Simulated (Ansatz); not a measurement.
# SiH₂ (triplet): correlated methods under varied settings at distance Si1–H2 = 1.817 Å

What do other methods and options give for SiH₂ (triplet) at this geometry, and how long do they take?

Program: Ansatz 0.2.0, Gaussian basis. Level of theory: the settings change from run to run. These are calculated values, not measurements.

17 further runs of the same task are left out: 14 that didn't finish, 3 set aside as unsound or not needed.

**1. What is computed**

The geometry derives from a PBE0/def2-TZVP stationary point (not a proven minimum). One bond is set to the value named and the two fragments are kept rigid.

3 atoms, charge 0, spin multiplicity 3.

Atoms are counted from 1 here; the program's logs count them from 0.

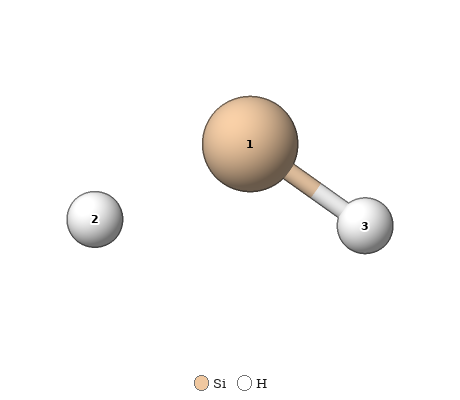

The geometry (silicon light orange, hydrogen white); atoms are numbered from 1 in the order of the file.

As a file:

```xyz
3

Si    0.0000   -0.0564    0.0095
H     0.0000    0.8700   -1.5536
H     0.0000    0.7013    1.2879
```

**2. BCCD(T)/STO-3G**

File in.yaml:

```yaml
crystal:
  periodic: [false, false, false]
  atoms:
    - {symbol: Si, position_ang: [0.000000, -0.056390, 0.009534]}
    - {symbol: H, position_ang: [0.000000, 0.870009, -1.553563]}
    - {symbol: H, position_ang: [0.000000, 0.701262, 1.287908]}
basis:
  gaussian: {orbitals: STO-3G}
magnetization: {spin_polarized: false, initial_magnetization: 2}
hamiltonian: {xc: {name: B3LYP}}
correlation: {method: bccd_t, electrons: outside_noble_gas}
scf: {lower_state_search: off}
output: {forces: true}
```

On the command line:

```bash
$ ansatz run in.yaml --threads 1 --pin off --events-out ev --progress --plain --max-ram 2393MiB
```

The program printed, cut to the lines that bear on the results:

```text
Functional definition: B3LYP
  name "B3LYP"
  cite "Stephens, Devlin, Chabalowski & Frisch, J. Phys. Chem. 98, 11623 (1994) doi:10.1021/j100096a001"
  cite "Becke, Phys. Rev. A 38, 3098 (1988) doi:10.1103/PhysRevA.38.3098"
  cite "Lee, Yang & Parr, Phys. Rev. B 37, 785 (1988) doi:10.1103/PhysRevB.37.785"
  cite "Vosko, Wilk & Nusair, Can. J. Phys. 58, 1200 (1980) doi:10.1139/p80-159"
[...]
115 factors; integrals over basis functions are off by at most 1.7e-5 eV
[...]
mean field -7813.47338227 eV, -287.1398506360 hartree, gradient 9.9e-7 eV, S^2 2.000000; 0 other end points of the search recorded, 0 dependent functions left out
5 core orbitals not correlated: weight in the atoms' cores, before any rotation towards them, 0.999 or more for the frozen orbitals, at most 0.000 for the correlated occupied ones
reference -7798.31382607 eV, -286.5827472211 hartree; 4, 2 occupied and 2, 4 virtual orbitals, 115 factors
second order -0.84898171 eV of doubles, -0.05363853 eV of singles
cycle   1  -1.24847196 eV  change   -3.5e-1 eV  update   6.1e-2
[...]
cycle  12  -1.49918193 eV  change   -1.2e-6 eV  update   8.0e-7
perturbative correction -0.01235484 eV, -0.0004540318 hartree
[...]
Total energy: -7799.82536283 eV, -286.6382951726 hartree
Atom 0 at     0.000000    -0.056390     0.009534 Å, force    -0.000000     2.078128    -3.032533 eV/Å
Atom 1 at     0.000000     0.870009    -1.553563 Å, force     0.000000    -1.960154     3.647413 eV/Å
Atom 2 at     0.000000     0.701262     1.287908 Å, force    -0.000000    -0.117975    -0.614880 eV/Å
Dipole moment:     0.000000    -0.170873     0.043724 e Å
Checks for a lower state left out: starts, cluster_reference, orbital_swaps, neighbouring_geometries, increment
```

Run time: 0.63 s. Hardware: 1 thread of Arm Neoverse V2, shared host.

From the report: correlation -1.5115 eV; largest double amplitude 0.09.

**3. MP2 on ROHF/STO-3G**

in.yaml: that of step 2 with these lines changed.

```diff
@@ -9,5 +9,2 @@
 magnetization: {spin_polarized: false, initial_magnetization: 2}
-hamiltonian: {xc: {name: B3LYP}}
-correlation: {method: bccd_t, electrons: outside_noble_gas}
-scf: {lower_state_search: off}
-output: {forces: true}
+correlation: {method: mp2, electrons: outside_noble_gas}
```

The command is unchanged.

The program printed:

```text
Functional definition: HF
  name "HF"
  cite "Fock, Z. Phys. 61, 126 (1930) doi:10.1007/BF01340294"
  parent pbe
  exchange = exact_x
  correlation = 0
115 factors; integrals over basis functions are off by at most 1.7e-5 eV
mean field evaluation 1: about -7798.0006 eV, gradient 4.6e0 eV
mean field evaluation 2: about -7798.0056 eV, gradient 4.6e0 eV
mean field evaluation 4: about -7798.4487 eV, gradient 5.0e-1 eV
mean field evaluation 8: about -7798.4559 eV, gradient 2.3e-6 eV
mean field -7798.45593630 eV, -286.5879696756 hartree, gradient 8.8e-6 eV, S^2 2.000000; 0 other end points of the search recorded, 0 dependent functions left out
mean field evaluation 16: about -7798.4676 eV, gradient 1.6e-1 eV
5 core orbitals not correlated: weight in the atoms' cores, before any rotation towards them, 1.000 or more for the frozen orbitals, at most 0.000 for the correlated occupied ones
reference -7798.45593630 eV, -286.5879696756 hartree; 4, 2 occupied and 2, 4 virtual orbitals, 115 factors
second order -0.82725346 eV of doubles, -0.00197334 eV of singles
Total energy: -7799.28516309 eV, -286.6184431984 hartree
```

It took 0.06 s on 1 thread of Arm Neoverse V2, shared host.

**4. NEVPT2(6,6)/cc-pVDZ**

in.yaml: that of step 3 with these lines changed.

```diff
@@ -7,4 +7,4 @@
 basis:
-  gaussian: {orbitals: STO-3G}
+  gaussian: {orbitals: cc-pVDZ}
 magnetization: {spin_polarized: false, initial_magnetization: 2}
-correlation: {method: mp2, electrons: outside_noble_gas}
+correlation: {method: sc_nevpt2, electrons: outside_noble_gas, active_space: {window: {electrons: 6, orbitals: 6}, states: [{multiplicity: 3, weights: [1, 1, 1]}]}}
```

Same command.

The program printed, cut to the lines that bear on the results:

```text
Functional definition: HF
  name "HF"
  cite "Fock, Z. Phys. 61, 126 (1930) doi:10.1007/BF01340294"
  parent pbe
[...]
505 factors; integrals over basis functions are off by at most 1.7e-7 eV
[...]
mean field -7890.87127223 eV, -289.9841706297 hartree, gradient 3.9e-6 eV, S^2 2.000000; 0 other end points of the search recorded, 0 dependent functions left out
reference -7890.87127223 eV, -289.9841706297 hartree; 9, 7 occupied and 19, 21 virtual orbitals, 505 factors
state -7891.59652443 eV, -290.0108231565 hartree
state -7888.02081064 eV, -289.8794180985 hartree
state -7887.83539019 eV, -289.8726040226 hartree
state -7891.59652443 eV, -290.0108231565 hartree; corrected -7893.10273629 eV, -290.0661754215 hartree
state -7888.02081064 eV, -289.8794180985 hartree; corrected -7889.64637534 eV, -289.9391564994 hartree
state -7887.83539019 eV, -289.8726040226 hartree; corrected -7889.35729230 eV, -289.9285328937 hartree
Total energy: -7890.70213464 eV, -289.9779549382 hartree
```

It took 0.39 s on 1 thread of Arm Neoverse V2, shared host.

From the report: 200 determinants; active occupations (of the averaged states) 1.97, 1.67, 1.21, 0.70, 0.42, 0.03.

**5. MP2 on UHF/cc-pVDZ**

File in.yaml:

```yaml
crystal:
  periodic: [false, false, false]
  atoms:
    - {symbol: Si, position_ang: [0.000000, -0.056390, 0.009534]}
    - {symbol: H, position_ang: [0.000000, 0.870009, -1.553563]}
    - {symbol: H, position_ang: [0.000000, 0.701262, 1.287908]}
basis:
  gaussian: {orbitals: cc-pVDZ}
magnetization: {spin_polarized: true, initial_magnetization: 2}
correlation: {method: mp2, electrons: outside_noble_gas}
output: {forces: true}
```

The command is unchanged.

The program printed, cut to the lines that bear on the results:

```text
Functional definition: HF
  name "HF"
  cite "Fock, Z. Phys. 61, 126 (1930) doi:10.1007/BF01340294"
  parent pbe
[...]
272 factors; integrals over basis functions are off by at most 1.3e-3 eV
[...]
mean field -7890.92379731 eV, -289.9861008908 hartree, gradient 4.0e-6 eV, S^2 2.006582; 0 other end points of the search recorded, 0 dependent functions left out
5 core orbitals not correlated: weight in the atoms' cores, before any rotation towards them, 1.000 or more for the frozen orbitals, at most 0.000 for the correlated occupied ones
reference -7890.92379731 eV, -289.9861008908 hartree; 4, 2 occupied and 19, 21 virtual orbitals, 272 factors
second order -2.00599688 eV of doubles, -0.00000000 eV of singles
[...]
Total energy: -7892.92979418 eV, -290.0598199163 hartree
Atom 0 at     0.000000    -0.056390     0.009534 Å, force    -0.000000     1.495900    -2.745946 eV/Å
Atom 1 at     0.000000     0.870009    -1.553563 Å, force    -0.000000    -1.567047     2.725543 eV/Å
Atom 2 at     0.000000     0.701262     1.287908 Å, force    -0.000000     0.071147     0.020403 eV/Å
Dipole moment:     0.000000    -0.060879     0.071719 e Å
```

Run time: 0.18 s. Hardware: 1 thread of Arm Neoverse V2, shared host.

From the report: ⟨S²⟩ of the determinant 2.007 (pure triplet: 2.00).

**6. CISDTQ/STO-3G**

File in.yaml:

```yaml
crystal:
  periodic: [false, false, false]
  atoms:
    - {symbol: Si, position_ang: [0.000000, -0.056390, 0.009534]}
    - {symbol: H, position_ang: [0.000000, 0.870009, -1.553563]}
    - {symbol: H, position_ang: [0.000000, 0.701262, 1.287908]}
basis:
  gaussian: {orbitals: STO-3G}
magnetization: {spin_polarized: false, initial_magnetization: 2}
correlation: {active_space: {ras: {orbitals: [2, 2, 2], electrons: 6, max_holes: 4, max_particles: 4}, fixed_orbitals: true}}
```

Same command.

The program printed:

```text
Functional definition: HF
  name "HF"
  cite "Fock, Z. Phys. 61, 126 (1930) doi:10.1007/BF01340294"
  parent pbe
  exchange = exact_x
  correlation = 0
115 factors; integrals over basis functions are off by at most 1.7e-5 eV
mean field evaluation 1: about -7798.0006 eV, gradient 4.6e0 eV
mean field evaluation 2: about -7798.0056 eV, gradient 4.6e0 eV
mean field evaluation 4: about -7798.4487 eV, gradient 5.0e-1 eV
mean field evaluation 8: about -7798.4559 eV, gradient 2.3e-6 eV
mean field -7798.45593630 eV, -286.5879696756 hartree, gradient 8.8e-6 eV, S^2 2.000000; 0 other end points of the search recorded, 0 dependent functions left out
reference -7798.45593630 eV, -286.5879696756 hartree; 9, 7 occupied and 2, 4 virtual orbitals, 115 factors
state -7799.88822973 eV, -286.6406054885 hartree
Total energy: -7799.88822973 eV, -286.6406054885 hartree
```

Wall time 0.06 s (1 thread of Arm Neoverse V2, shared host).

From the report: 200 determinants.

**7. BCCD(T) on ROHF/cc-pVDZ**

File in.yaml:

```yaml
crystal:
  periodic: [false, false, false]
  atoms:
    - {symbol: Si, position_ang: [0.000000, -0.056390, 0.009534]}
    - {symbol: H, position_ang: [0.000000, 0.870009, -1.553563]}
    - {symbol: H, position_ang: [0.000000, 0.701262, 1.287908]}
basis:
  gaussian: {orbitals: cc-pVDZ, fitting: {mean_field: def2-universal-jkfit}}
magnetization: {spin_polarized: false, initial_magnetization: 2}
hamiltonian: {pseudopotentials: {relativity: none}}
correlation: {method: bccd_t, electrons: valence}
scf: {omitted_lower_state_checks: [cluster_reference]}
```

Same command.

The program printed, cut to the lines that bear on the results:

```text
Functional definition: HF
  name "HF"
  cite "Fock, Z. Phys. 61, 126 (1930) doi:10.1007/BF01340294"
  parent pbe
[...]
164 factors; integrals over basis functions are off by at most 4.9e-1 eV
[...]
mean field -7890.87209359 eV, -289.9842008141 hartree, gradient 2.2e-6 eV, S^2 2.000000; 0 other end points of the search recorded, 0 dependent functions left out
5 core orbitals not correlated: weight in the atoms' cores, before any rotation towards them, 1.000 or more for the frozen orbitals, at most 0.000 for the correlated occupied ones
reference -7890.87209359 eV, -289.9842008141 hartree; 4, 2 occupied and 19, 21 virtual orbitals, 164 factors
second order -2.01878676 eV of doubles, -0.03334974 eV of singles
cycle   1  -2.51299408 eV  change   -4.6e-1 eV  update   5.8e-2
[...]
cycle  11  -2.71477332 eV  change   -1.1e-6 eV  update   4.0e-6
perturbative correction -0.06642154 eV, -0.0024409466 hartree
Total energy: -7893.65328844 eV, -290.0864078399 hartree
Checks for a lower state left out: cluster_reference
```

It took 0.3 s on 1 thread of Arm Neoverse V2, shared host.

From the report: correlation -2.7812 eV; largest double amplitude 0.06.

**8. MRCISD+Q(2,7)/cc-pVDZ**

File in.yaml:

```yaml
crystal:
  periodic: [false, false, false]
  atoms:
    - {symbol: Si, position_ang: [0.000000, -0.056390, 0.009534]}
    - {symbol: H, position_ang: [0.000000, 0.870009, -1.553563]}
    - {symbol: H, position_ang: [0.000000, 0.701262, 1.287908]}
basis:
  gaussian: {orbitals: cc-pVDZ}
magnetization: {spin_polarized: false, initial_magnetization: 2}
correlation: {method: fic_mrcisd_q, electrons: outside_noble_gas, active_space: {window: {electrons: 2, orbitals: 7}}}
scf: {lower_state_search: off}
```

Launched as before.

The program printed, cut to the lines that bear on the results:

```text
Functional definition: HF
  name "HF"
  cite "Fock, Z. Phys. 61, 126 (1930) doi:10.1007/BF01340294"
  parent pbe
[...]
272 factors; integrals over basis functions are off by at most 1.3e-3 eV
[...]
mean field -7890.87125164 eV, -289.9841698732 hartree, gradient 3.9e-6 eV, S^2 2.000000; 0 other end points of the search recorded, 0 dependent functions left out
reference -7890.87125164 eV, -289.9841698732 hartree; 9, 7 occupied and 19, 21 virtual orbitals, 272 factors
state -7891.00432508 eV, -289.9890602320 hartree
contracted CI cycle   1: correlation 0.00000000 eV, 0.0000000000 hartree, residual 1.09e1 eV
contracted CI cycle   2: correlation -2.38469652 eV, -0.0876359808 hartree, residual 2.02e0 eV
contracted CI cycle   3: correlation -2.49905212 eV, -0.0918384716 hartree, residual 6.86e-1 eV
contracted CI cycle   4: correlation -2.51169149 eV, -0.0923029598 hartree, residual 2.19e-1 eV
contracted CI cycle   5: correlation -2.51291604 eV, -0.0923479612 hartree, residual 6.67e-2 eV
contracted CI cycle   6: correlation -2.51304299 eV, -0.0923526263 hartree, residual 2.69e-2 eV
contracted CI cycle   7: correlation -2.51306327 eV, -0.0923533717 hartree, residual 1.06e-2 eV
contracted CI cycle   8: correlation -2.51306664 eV, -0.0923534956 hartree, residual 4.15e-3 eV
contracted CI cycle   9: correlation -2.51306710 eV, -0.0923535127 hartree, residual 1.41e-3 eV
contracted CI cycle  10: correlation -2.51306716 eV, -0.0923535146 hartree, residual 4.55e-4 eV
state -7891.00432508 eV, -289.9890602320 hartree; corrected -7893.69859162 eV, -290.0880727010 hartree
WARN: 1 active orbitals are nearly empty or full. The corrections depend on them more than the energy does, and are more stable in an active space without them
Total energy: -7893.69859162 eV, -290.0880727010 hartree
Checks for a lower state left out: stability, starts, cluster_reference, orbital_swaps, neighbouring_geometries, increment
```

Wall time 1.2 s (1 thread of Arm Neoverse V2, shared host).

From the report: 24 determinants; active occupations 0.99, 0.99, 0.00, 0.00, 0.00, 0.00, 0.00. The report marks this result as in doubt.

**9. BCCD on ROHF/6-31++G****

File in.yaml:

```yaml
crystal:
  periodic: [false, false, false]
  atoms:
    - {symbol: Si, position_ang: [0.000000, -0.056390, 0.009534]}
    - {symbol: H, position_ang: [0.000000, 0.870009, -1.553563]}
    - {symbol: H, position_ang: [0.000000, 0.701262, 1.287908]}
basis:
  gaussian: {orbitals: "6-31++G**", point_charges: [{charge: 0.50, position_ang: [4.727, 0.024, 0.883]}]}
magnetization: {spin_polarized: false, initial_magnetization: 2}
correlation: {method: bccd, electrons: valence, diis_vectors: 12}
scf: {lower_state_search: light}
output: {forces: true}
```

The command is unchanged.

The program printed, cut to the lines that bear on the results:

```text
Functional definition: HF
  name "HF"
  cite "Fock, Z. Phys. 61, 126 (1930) doi:10.1007/BF01340294"
  parent pbe
[...]
303 factors; integrals over basis functions are off by at most 1.3e-3 eV
[...]
mean field -7890.43156253 eV, -289.9680115965 hartree, gradient 5.9e-6 eV, S^2 2.000000; 0 other end points of the search recorded, 0 dependent functions left out
[...]
5 core orbitals not correlated: weight in the atoms' cores, before any rotation towards them, 1.000 or more for the frozen orbitals, at most 0.000 for the correlated occupied ones
reference -7890.43156253 eV, -289.9680115965 hartree; 4, 2 occupied and 26, 28 virtual orbitals, 303 factors
second order -1.86918727 eV of doubles, -0.03100144 eV of singles
cycle   1  -2.29339827 eV  change   -3.9e-1 eV  update   5.5e-2
[...]
cycle  12  -2.48107892 eV  change    1.5e-6 eV  update   1.8e-6
[...]
Total energy: -7892.91264145 eV, -290.0591895651 hartree
Atom 0 at     0.000000    -0.056390     0.009534 Å, force     0.004297     1.468353    -2.462160 eV/Å
Atom 1 at     0.000000     0.870009    -1.553563 Å, force     0.018622    -1.472710     2.570346 eV/Å
Atom 2 at     0.000000     0.701262     1.287908 Å, force    -0.001787     0.001353    -0.097639 eV/Å
Dipole moment:    -0.084323    -0.066160     0.052649 e Å
```

Wall time 0.9 s (1 thread of Arm Neoverse V2, shared host).

From the report: correlation -2.4811 eV; largest double amplitude 0.04.

**10. The runs in one table**

Where basis and cores are those of an earlier FCI/cc-pVDZ run (-7893.6789 eV), and the state is the same kind, the miss against it is given. † marks a result that the program doubts.

```csv
level,correlated,functions,energy (eV),from FCI (meV),time
BCCD(T)/STO-3G (on B3LYP orbitals),outside noble gas,11,-7799.8254,,0.63 s
MP2 on ROHF/STO-3G,outside noble gas,11,-7799.2852,,0.06 s
"NEVPT2(6,6)/cc-pVDZ (mean of several states)",outside noble gas,28,-7890.7021,,0.39 s
MP2 on UHF/cc-pVDZ,outside noble gas,28,-7892.9298,749.1,0.18 s
CISDTQ/STO-3G,valence,11,-7799.8882,,0.06 s
BCCD(T) on ROHF/cc-pVDZ,valence,28,-7893.6533,,0.3 s
"MRCISD+Q(2,7)/cc-pVDZ †",outside noble gas,28,-7893.6986,-19.7,1.2 s
BCCD on ROHF/6-31++G** (beside a point charge),valence,35,-7892.9126,,0.9 s
```

**11. Summary of results**

```
quantity                           value
    runs                               8
quickest      MP2 on ROHF/STO-3G, 0.06 s
 slowest  MRCISD+Q(2,7)/cc-pVDZ †, 1.2 s
```

Total energies in different bases, with other cores or another treatment of relativity can't be set against each other. MRCISD+Q(2,7)/cc-pVDZ † took 20 times as long as MP2 on ROHF/STO-3G; the jobs differ in more than the method. Among the correlated runs with a miss given, it spans -20 to +749 meV.
